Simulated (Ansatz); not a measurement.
# Hf₃Si: what the fields show

Input file:

```
crystal:
  periodic: [false, false, false]
  atoms:
    - {symbol: Hf, position_ang: [1.359043, 0.315440, 0.451410]}
    - {symbol: Hf, position_ang: [-0.837584, 1.904184, 0.628040]}
    - {symbol: Hf, position_ang: [-0.984939, -0.216008, -1.065029]}
    - {symbol: Si, position_ang: [0.463480, -2.003606, -0.014420]}
basis:
  gaussian: {orbitals: def2-TZVP, initial_orbitals: start.molden}
hamiltonian: {xc: pbe0, dispersion: d4}
scf: {omitted_lower_state_checks: [starts]}
output: {forces: true, orbitals: {seedname: orbitals}}
```

Run with:

```sh
ansatz run in.yaml --threads 4 --pin off --events-out ev --progress --plain --max-ram 3916MiB
```

Geometry: B3LYP-D4/def2-SVP; core potentials replace the inner electrons of Hf.

All numbers below come from RKS PBE0-D4/def2-TZVP (Ansatz 0.2.0).

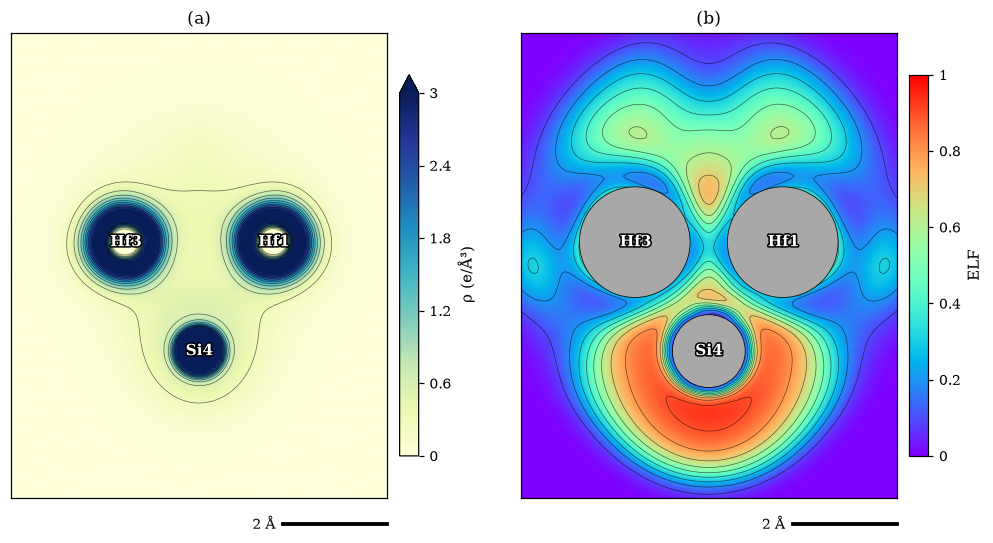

Figure 1. (a) electron density; (b) electron localisation function on the plane of atoms Hf1, Si4 and Hf3. Grey discs cover the atomic cores in the ELF map.

Question: Read the bonding off the picture.

Answer: Atoms in the plane: Hf and Si. Hf–Si (2.53 Å): the density is about 0.45 e/Å³ at the midpoint; the ELF peaks at about 0.65 in the valence shell of Si, 1.0 Å from its nucleus, and is about 0.45 at the midpoint. Hf–Hf (2.84 Å): the density is about 0.34 e/Å³ at the midpoint; the ELF is about 0.35 at the midpoint.

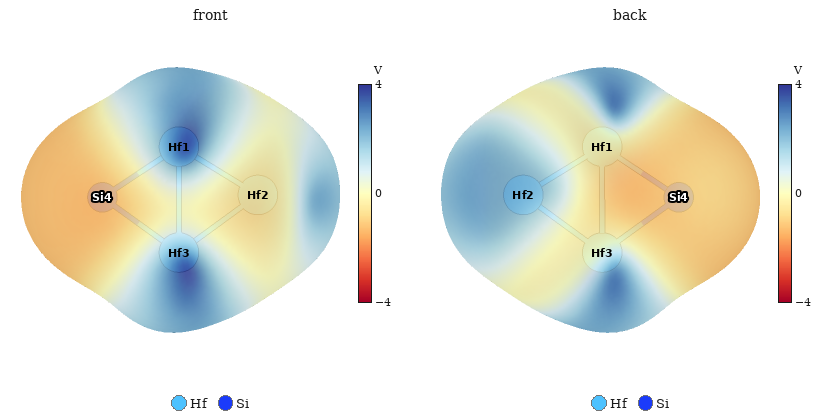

Figure 2. The molecular electrostatic potential painted on the density surface at 0.002 e/bohr³, seen from the front and from behind; red is negative and blue positive.

Question: Describe the electrostatic potential map.

Answer: The most negative region (about −1.4 V) lies over Si4, the most positive (about +3.5 V) over Hf1 and Hf3.

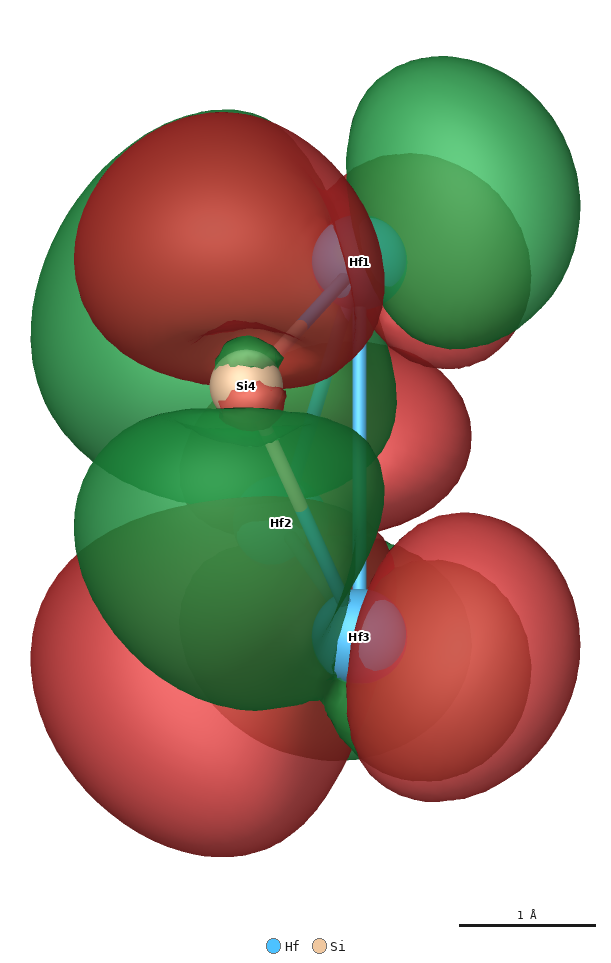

Figure 3. One frontier orbital at ±0.06 Å⁻³ᐟ² (green and red are the two phases), seen at an oblique angle.

Question: Which orbital is it: HOMO or LUMO?

Answer: The HOMO, at −3.86 eV. By Hirshfeld shares it lies mainly on Hf2 (about 40 %), Hf1 (about 25 %), Hf3 (about 25 %) and Si4 (about 15 %).
